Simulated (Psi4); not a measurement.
**BH2ClO (SMILES OBCl) at MP3/def2-SVPD**

Aim: the vertical singlet–triplet gap of BH2ClO at MP3/def2-SVPD, from 2 runs. 

The results are computed with Psi4 1.11.

1 further run of the same task is left out (set aside as unsound or not needed).

## 1. The molecule

The species is BH2ClO (5 atoms), meant as a singlet with charge 0. SMILES: `OBCl`. The coordinates come from a PBE0-D4/def2-TZVP relaxation. This is one conformer, not always the lowest.

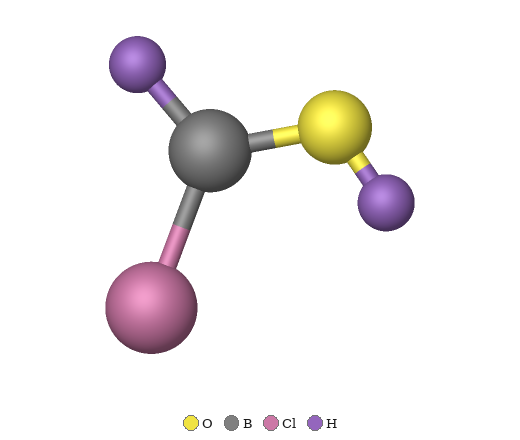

Viewed from a chosen angle; oxygen yellow, boron grey, chlorine pink, hydrogen purple.

## 2. The energy at MP3/def2-SVPD

Input file bclh2o.json:

```json
{
 "schema_name": "qcschema_input",
 "schema_version": 1,
 "molecule": {
  "schema_name": "qcschema_molecule",
  "schema_version": 2,
  "symbols": ["O", "B", "Cl", "H", "H"],
  "geometry": [-1.63140056, -1.16898458, -0.00548021, 0.7162062, -0.25927042, 0.26059323, 1.49023802, 2.82703028, -0.74700874, -2.79244829, 0.00226767, -0.77422079, 2.31170197, -1.54031576, 1.18788184],
  "molecular_charge": 0,
  "molecular_multiplicity": 1,
  "fix_symmetry": "c1"
 },
 "driver": "energy",
 "model": {
  "method": "mp3",
  "basis": "def2-SVPD"
 },
 "keywords": {
  "puream": true,
  "e_convergence": 1e-09,
  "d_convergence": 1e-08,
  "scf_type": "pk",
  "num_frozen_docc": 7,
  "mp_type": "conv"
 }
}
```

Run with:

```sh
$ psi4 --qcschema bclh2o.json -n 1 --memory 1600MB
```

stdout, cut to the lines that bear on the results:

```text
[...]
  Running in c1 symmetry.
[...]
  Nuclear repulsion =   84.721670250700868
[...]
  Multiplicity = 1
[...]
  Nalpha       = 16
  Nbeta        = 16
[...]
    Number of basis functions: 86
[...]
   @RHF iter   1:  -560.02584195681504   -5.63275e-01   4.79048e-03 DIIS/ADIIS
[...]
   @RHF iter  11:  -560.09775803250932   -6.36646e-12   6.25588e-09 DIIS
[...]
    Orbital Energies [Eh]
    ---------------------
    Doubly Occupied:
       1A   -104.807411     2A    -20.604034     3A    -10.569242
       4A     -8.043859     5A     -8.041751     6A     -8.041357
       7A     -7.696173     8A     -1.387686     9A     -1.113633
      10A     -0.795248    11A     -0.660688    12A     -0.625043
      13A     -0.580343    14A     -0.515307    15A     -0.478975
      16A     -0.464281
[...]
  @RHF Final Energy:  -560.09775803250932
   => Energetics <=
    Nuclear Repulsion Energy =             84.7216702507008677
    One-Electron Energy =                -940.7887961265187187
    Two-Electron Energy =                 295.9693678433084756
    Total Energy =                       -560.0977580325093186
[...]
 Multipole Moments:
 ------------------------------------------------------------------------------------
     Multipole            Electronic (a.u.)      Nuclear  (a.u.)        Total (a.u.)
 ------------------------------------------------------------------------------------
 L = 1.  Multiply by 2.5417464519 to convert [e a0] to [Debye]
 Dipole X            :          0.9772176           -1.3289311           -0.3517135
 Dipole Y            :          2.0563084           -2.0113007            0.0450077
 Dipole Z            :         -0.5486419            0.4375798           -0.1110621
 Magnitude           :                                                    0.3715682
[...]
	SCS-MP2 Total Energy (a.u.)        :  -560.51527765606579
	SOS-MP2 Total Energy (a.u.)        :  -560.50992408850902
[...]
	SOS-PI-MP2 Total Energy (a.u.)     :  -560.54162916973985
[...]
	MP2 Total Energy (a.u.)            :  -560.52598479117898
[...]
	SCS-MP3 Total Energy (a.u.)        :  -560.52031959168698
[...]
	MP3 Total Energy (a.u.)            :  -560.54615253366399
[...]
```

The result, in JSON:

```text
{
 "driver": "energy",
 "model": {
  "method": "mp3",
  "basis": "def2-SVPD"
 },
 "success": true,
 "return_result": -560.546152533664,
 "properties": {
  "calcinfo_nbasis": 86,
  "calcinfo_nmo": 86,
  "calcinfo_nalpha": 16,
  "calcinfo_nbeta": 16,
  "calcinfo_natom": 5,
  "nuclear_repulsion_energy": 84.72167025070087,
  "return_energy": -560.546152533664,
  "scf_one_electron_energy": -940.7887961265187,
  "scf_two_electron_energy": 295.9693678433085,
  "scf_dipole_moment": [-0.35171353863900445, 0.04500768371953212, -0.11106213153739652],
  "scf_total_energy": -560.0977580325093,
  "scf_iterations": 11,
  "mp2_same_spin_correlation_energy": -0.11117594636214742,
  "mp2_opposite_spin_correlation_energy": -0.3170508123075039,
  "mp2_singles_energy": 0.0,
  "mp2_doubles_energy": -0.4282267586696514,
  "mp2_correlation_energy": -0.4282267586696662,
  "mp2_total_energy": -560.525984791179
 }
}
```

Wall time 6.3 s (1 thread of Intel Xeon 6975P-C (Granite Rapids), shared host); peak memory 0.55 GiB.

## 3. The triplet

Input file job.in:

```
memory 1.6 GB

molecule mol {
  0 3
  O     -0.863300    -0.618600    -0.002900
  B      0.379000    -0.137200     0.137900
  Cl     0.788600     1.496000    -0.395300
  H     -1.477700     0.001200    -0.409700
  H      1.223300    -0.815100     0.628600
  units angstrom
  symmetry c1
  no_reorient
  no_com
}

set globals {
  basis           def2-SVPD
  reference       uhf
  puream          true
  e_convergence   1e-09
  d_convergence   1e-08
  scf_type        pk
  num_frozen_docc 7
  maxiter         200
  mp_type         conv
}

result, w = energy('mp3', return_wfn=True)
```

Run with:

```sh
$ psi4 -i job.in -o job.out -n 1
```

job.out, cut to the lines that bear on the results:

```text
[...]
  Running in c1 symmetry.
[...]
  Nuclear repulsion =   84.721670096920306
[...]
  Multiplicity = 3
[...]
  Nalpha       = 17
  Nbeta        = 15
[...]
    Number of basis functions: 86
[...]
   @UHF iter   1:  -559.72097153853042   -2.58404e-01   5.49012e-03 DIIS/ADIIS
[...]
   @UHF iter  22:  -559.82757651775239   -3.41061e-12   5.80474e-09 DIIS
[...]
   @S^2 Observed:                2.026338911E+00
[...]
  @UHF Final Energy:  -559.82757651775239
   => Energetics <=
    Nuclear Repulsion Energy =             84.7216700969203060
    One-Electron Energy =                -940.1533988109586062
    Two-Electron Energy =                 295.6041521962858951
    Total Energy =                       -559.8275765177523908
  UHF NO Occupations:
  HONO-2 :   15  A 1.9903426
  HONO-1 :   16  A 1.0000000
[...]
 Multipole Moments:
 ------------------------------------------------------------------------------------
     Multipole            Electronic (a.u.)      Nuclear  (a.u.)        Total (a.u.)
 ------------------------------------------------------------------------------------
 L = 1.  Multiply by 2.5417464519 to convert [e a0] to [Debye]
 Dipole X            :        -15.3309547           15.3831266            0.0521719
 Dipole Y            :        -35.4267458           35.8732380            0.4464922
 Dipole Z            :         10.8646558          -11.0263630           -0.1617072
 Magnitude           :                                                    0.4777305
[...]
	SCS-MP2 Total Energy (a.u.)        :  -560.23952556975280
	SOS-MP2 Total Energy (a.u.)        :  -560.23191603610076
[...]
	SOS-PI-MP2 Total Energy (a.u.)     :  -560.26301907597372
[...]
	MP2 Total Energy (a.u.)            :  -560.25474463705655
[...]
	SCS-MP3 Total Energy (a.u.)        :  -560.24480314273796
[...]
	MP3 Total Energy (a.u.)            :  -560.27585492899743
[...]
```

Run time: 11 s. Hardware: 1 thread of Intel Xeon 6975P-C (Granite Rapids), shared host; peak memory 0.61 GiB.

## 4. What came out

Level: MP3/def2-SVPD, 7 core orbitals frozen.

| quantity | value |
| --- | --- |
| singlet: total energy | -560.54615 Eh |
| singlet: HOMO energy (Hartree–Fock orbitals) | -12.63 eV |
| singlet: LUMO energy (Hartree–Fock orbitals) | 1.74 eV |
| singlet: HOMO–LUMO gap (Hartree–Fock orbitals) | 14.38 eV |
| singlet: correlation energy (7 core orbitals frozen) | -448.4 mEh |
| triplet: total energy | -560.27585 Eh |
| triplet: HOMO energy (Hartree–Fock orbitals) (highest over α and β) | -5.78 eV |
| triplet: LUMO energy (Hartree–Fock orbitals) (lowest over α and β) | -3.80 eV |
| triplet: correlation energy (7 core orbitals frozen) | -448.3 mEh |
| triplet: ⟨S²⟩ of the reference determinant | 2.026 |
| vertical energy of the triplet above the singlet | 7.355 eV |

**Reading.** At this shape the triplet lies 7.36 eV (170 kcal/mol) above the singlet.
